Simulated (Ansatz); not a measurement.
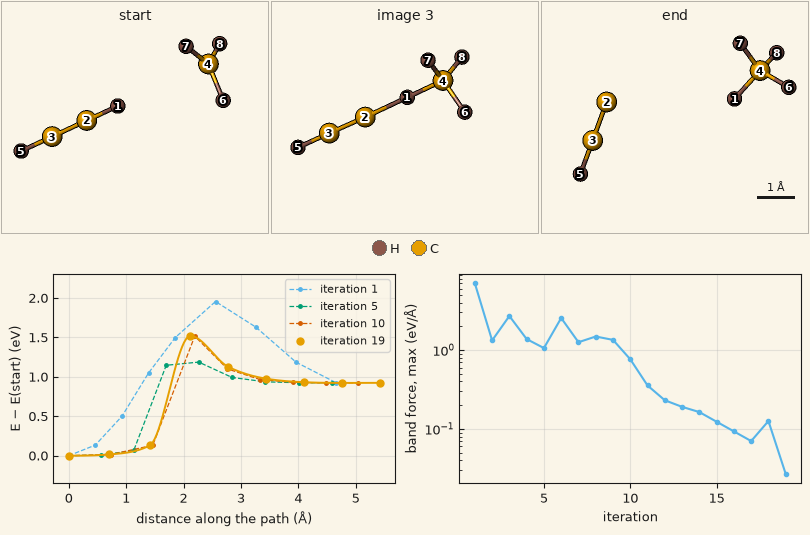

NEB run on C₃H₅ (multiplicity 2), made up of C$_{2}$H$_{2}$ and CH₃. Images are numbered from 0 (start) to 8 (end). The plot follows the band through its iterations. A ball-and-stick model, seen from a free direction.

Computed with Ansatz 0.2.0, UHF/def2-SVP. Run with 7 movable images; climbing image; force threshold 0.03 eV/Å; iteration limit 60; starting path through a guess of the saddle point.

Question: Judge this run.

Answer: The result is final at these settings. The band converged in 19 iterations. The largest component of the band force went from 7 to 0.027 eV/Å. The climbing image converged on the top of the path. Its vibrational analysis gives one imaginary mode (1878i cm⁻¹), as a transition state must have. The first iteration put the highest image at 1.96 eV. Forward barrier 1.52 eV, backward barrier 0.59 eV, with image 3 at the top; the reaction energy is +0.92 eV.

Limits of the set-up: the start holds two separate molecules, 3.1 Å apart at their closest, whose relative position is a soft coordinate and is computed without a dispersion correction; Hartree-Fock leaves out electron correlation.
